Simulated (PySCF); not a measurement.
**C$_{4}$H$_{15}$NOSi$_{3}$ (SMILES CO[SiH2]N([SiH3])[SiH2]C1CC1): density, localisation and related maps**

```yaml
atoms:
  - { symbol: C, position_ang: [3.7325, 0.0557, 1.2840] }
  - { symbol: O, position_ang: [2.4759, -0.0560, 0.6938] }
  - { symbol: Si, position_ang: [2.1896, -0.3860, -0.8643] }
  - { symbol: N, position_ang: [0.4661, -0.3829, -0.8955] }
  - { symbol: Si, position_ang: [-0.3424, -0.5903, -2.4196] }
  - { symbol: Si, position_ang: [-0.3522, -0.2488, 0.6416] }
  - { symbol: C, position_ang: [-2.1906, -0.4828, 0.3488] }
  - { symbol: C, position_ang: [-3.1041, 0.7077, 0.3037] }
  - { symbol: C, position_ang: [-3.1318, -0.2048, 1.4830] }
  - { symbol: H, position_ang: [4.2578, -0.9022, 1.2614] }
  - { symbol: H, position_ang: [4.3443, 0.7962, 0.7635] }
  - { symbol: H, position_ang: [3.5948, 0.3657, 2.3202] }
  - { symbol: H, position_ang: [2.7454, -1.6928, -1.2331] }
  - { symbol: H, position_ang: [2.7480, 0.6599, -1.7255] }
  - { symbol: H, position_ang: [0.6564, -0.3784, -3.4655] }
  - { symbol: H, position_ang: [-0.8702, -1.9552, -2.5230] }
  - { symbol: H, position_ang: [-1.4178, 0.3949, -2.5245] }
  - { symbol: H, position_ang: [-0.1199, 1.0814, 1.2171] }
  - { symbol: H, position_ang: [0.1002, -1.3052, 1.5572] }
  - { symbol: H, position_ang: [-2.4767, -1.3051, -0.2954] }
  - { symbol: H, position_ang: [-3.9424, 0.6897, -0.3780] }
  - { symbol: H, position_ang: [-2.6720, 1.6890, 0.4284] }
  - { symbol: H, position_ang: [-3.9909, -0.8460, 1.6171] }
  - { symbol: H, position_ang: [-2.7117, 0.1496, 2.4121] }
```

Geometry: GFN2-xTB.

All numbers below come from PBE0/pcSseg-1, SCF density, gas phase, non-relativistic (PySCF 2.14.0).

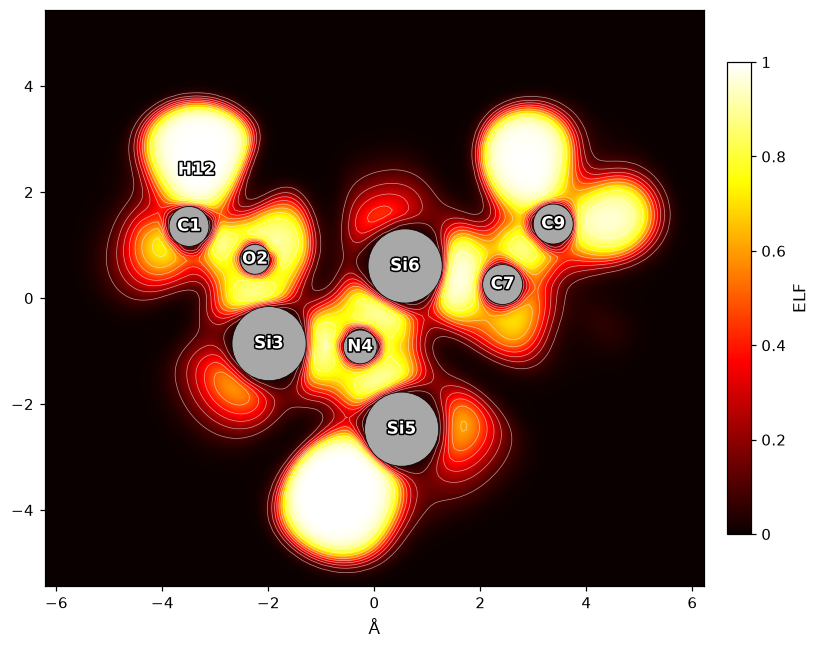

Figure 1. Electron localisation function on the plane of atoms Si5, N4 and Si6. Grey discs cover the atomic cores.

Interpret the plot.

Answer. Atoms in the plane: C, O, Si, N and H. C–O (1.39 Å): the ELF peaks at about 0.90 between the atoms, as expected for a shared but strongly polarised pair. C–C (1.50 Å): the ELF peaks at about 0.85 between the atoms, as expected for a shared electron pair. Si–O (1.62 Å): the ELF peaks at about 0.85 between the atoms, as expected for a polar covalent bond. Si–N (1.72 Å): the ELF peaks at about 0.90 between the atoms; a shared but strongly polarised pair. C–Si (1.88 Å): the ELF peaks at about 0.95 between the atoms; a shared electron pair.

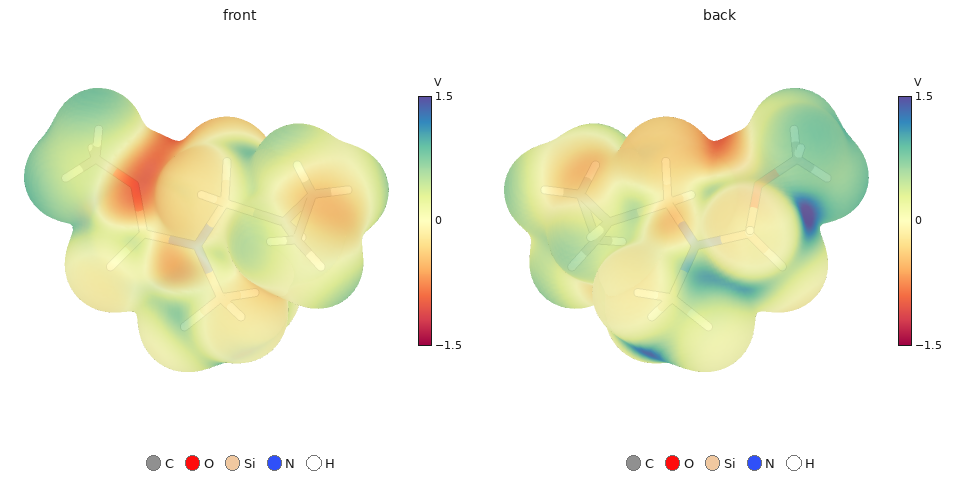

Figure 2. The electrostatic potential painted on the density surface at 0.002 e/bohr³, seen from the front and from behind; the colour scale runs from red (negative) to blue (positive).

Describe the electrostatic potential map.

Answer. The most negative region (about −0.9 V) lies over O2, the most positive (about +1.4 V) over Si3 and Si5.
